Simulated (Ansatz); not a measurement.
CdTe (zinc blende), conventional cell a = b = c = 6.4892 Å, α = β = γ = 90.00°. The calculation uses the primitive cell of 2 atoms, to which meshes and values per cell refer.

The volume is varied about the relaxed value V₀ at fixed cell shape. Symmetry pins the atoms to their sites.

All values below come from PBEsol (plane waves to 420 eV, PAW, scalar-relativistic; Ansatz, a program for electronic structure). k mesh 9×9×9 (Γ-centred), Fermi-Dirac smearing 0.05 eV. E stands for the smeared free energy. CdTe was relaxed with its symmetry unable to fall. Spin-orbit coupling is left out, though Te is heavy. The zero of ΔE is the relaxed starting cell.

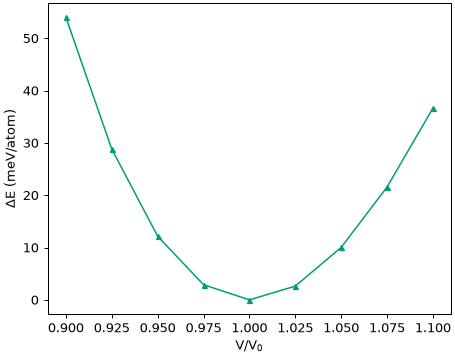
*ΔE (meV/atom) against V/V₀; one marker a computed point.*

### Question
What is ΔE at V/V₀ = 0.900?

### Answer
About 54 meV/atom.

### Question
What bulk modulus B₀ follows from a third-order Birch-Murnaghan fit?

### Answer
About 41 GPa.

(Under strain, the slope of the energy per volume gives the stress and its curvature an elastic modulus.)
